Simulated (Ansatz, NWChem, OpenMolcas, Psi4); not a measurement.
## C2H7P (dimethylphosphine): the HOMO–LUMO gap, rung by rung

C2H7P: 10 atoms, total charge 0, spin state singlet. SMILES: `CPC`. The shape is that of a PBE0-D4/def2-TZVP optimisation.

Quantity: the HOMO–LUMO gap, in eV. The values are calculated.

```csv
level,kind,program,value (eV),CPU time
SVWN5/6-311+G**,LDA,OpenMolcas,4.98,50 s
M06-L/6-311+G**,meta-GGA,OpenMolcas,5.64,97 s
TPSS/6-311+G**,meta-GGA,OpenMolcas,5.29,83 s
BHLYP/6-311+G**,global hybrid,NWChem,8.21,23 s
CAM-B3LYP/6-311+G**,range-separated hybrid,Ansatz,8.62,12 s
wB97M-V/6-311+G**,range-separated hybrid,Ansatz,9.70,94 s
wB97X-V/6-311+G**,range-separated hybrid,Psi4,10.42,3.7 min
B2PLYP/6-311+G**,double hybrid,Ansatz,8.31,17 s
```

The values span 4.98 to 10.42 eV. Orbital gaps aren't excitation energies, and those of double hybrids come from the SCF part alone; they tend to grow with the share of exact exchange. Times are those of the runs behind each value, whatever else they computed, on shared processors of several kinds: orders of magnitude only.

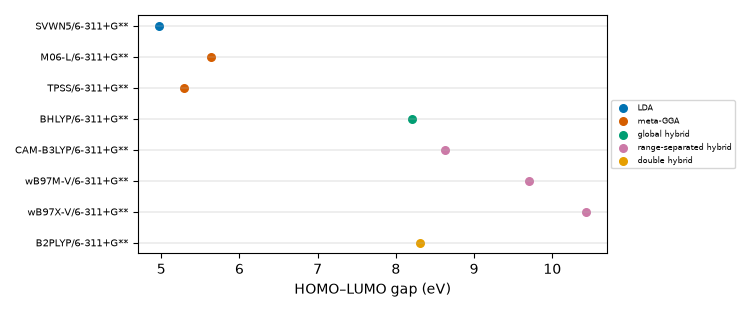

The values of the table, level by level.
